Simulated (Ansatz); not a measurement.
System: hcp Hf. Method: PBE-D4 (Ansatz, a first-principles code, PAW).

Numerical settings: plane-wave cutoff 520 eV, 18×18×12 k mesh (along the axes of the cell as run), Fermi–Dirac smearing 0.05 eV, scalar-relativistic PAW data made under PBE.

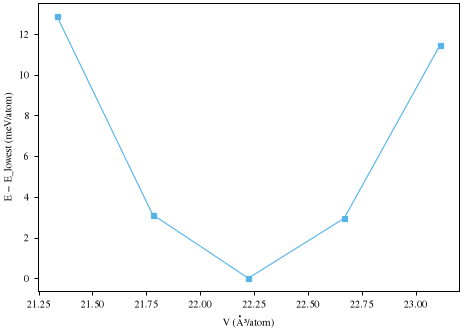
Figure: Total energy against volume

Question: From the curve, estimate the equilibrium volume and the bulk modulus.

Answer: V0 ≈ 22.2 Å³/atom and B0 ≈ 110 GPa; the fit gives V0 = 22.224 Å³/atom, B0 = 109 GPa, B′ = 3.4.

Shape and atoms are relaxed at each volume.

Measured, for comparison: bulk modulus 110 GPa (zero-point energy and finite temperature contributions removed; as tabulated in doi:10.1021/acs.jctc.3c00612). Computed (rounded) less measured: bulk modulus -0.9 %.

Note: the bulk modulus comes from volumes at which shape and atoms were relaxed.

Spin–orbit coupling is not included.

Computed values are for the static lattice.

It cost around 7 core-minutes (rough) of CPU time.
